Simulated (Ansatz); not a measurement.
BrCuH₃N (Cu(NH3)Br)

The calculation's input:

```
crystal:
  periodic: [false, false, false]
  atoms:
    - {symbol: Cu, position_ang: [-0.005409, 0.004521, -1.114347]}
    - {symbol: N, position_ang: [0.002432, -0.002810, 0.832739]}
    - {symbol: H, position_ang: [-0.410246, 0.844878, 1.208998]}
    - {symbol: H, position_ang: [0.947217, -0.069873, 1.198003]}
    - {symbol: H, position_ang: [-0.523697, -0.788151, 1.202735]}
    - {symbol: Br, position_ang: [-0.010307, 0.011435, -3.328118]}
basis:
  gaussian: {orbitals: def2-TZVP, initial_orbitals: start.molden}
hamiltonian: {xc: pbe0, dispersion: d4}
scf: {omitted_lower_state_checks: [starts]}
output: {orbitals: {seedname: orbitals}}
```

Launched as:

```sh
ansatz run in.yaml --threads 4 --pin off --events-out ev --progress --plain --max-ram 3916MiB
```

Geometry: PBE0-D4/def2-TZVP.

The calculation used RKS PBE0-D4/def2-TZVP in Ansatz 0.2.0.

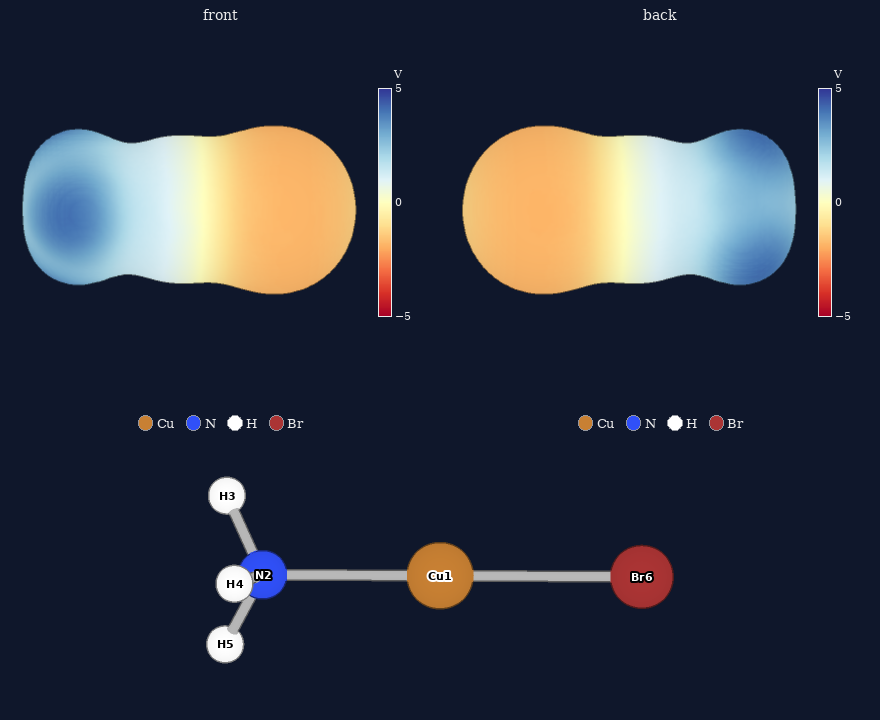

Figure 1. The electrostatic potential painted on the density surface at 0.004 e/bohr³, seen from the front and from behind; the colour scale runs from red (negative) to blue (positive). The bare structure is drawn below in the same view.

Describe the electrostatic potential map.

The most negative region (about −1.8 V) lies over Br6, the most positive (about +4.0 V) over H3, H4 and H5.

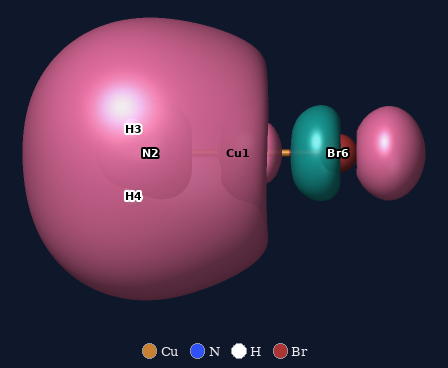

Figure 2. The LUMO at ±0.04 Å⁻³ᐟ² (teal and pink are the two phases), seen from one side.

Where does this orbital lie, and at what energy?

Its weight (Hirshfeld) is mainly on Cu1 (about 30 %), H3 (about 15 %), H4 (about 15 %), H5 (about 15 %) and N2 (about 15 %). Its energy is −0.87 eV.

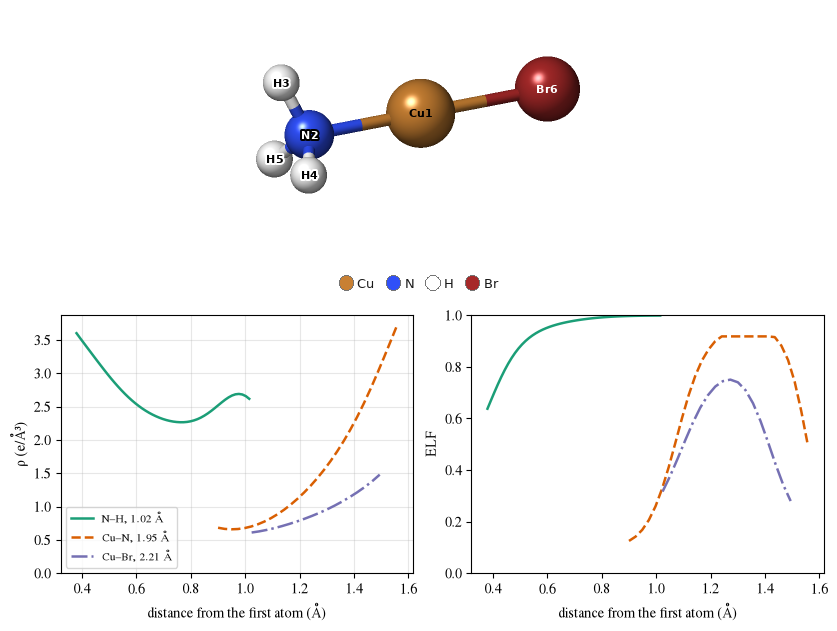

Figure 3. Total electron density and ELF along straight lines between neighbouring atoms. The curves leave out the atomic cores. The structure is drawn too.

What can be read from the curves?

N–H (1.02 Å): ρ at the midpoint is about 2.9 e/Å³; the ELF climbs to about 1 towards the hydrogen, as it does in any bond to H; an ordinary covalent bond to hydrogen.
Cu–N (1.95 Å): ρ at the midpoint is about 0.66 e/Å³; the ELF peaks at about 0.90 in the valence shell of N, 0.7 Å from its nucleus, and is about 0.20 at the midpoint.
Cu–Br (2.21 Å): ρ is about 0.67 e/Å³ halfway; the ELF peaks at about 0.75 in the valence shell of Br, 0.9 Å from its nucleus, and is about 0.50 at the midpoint.
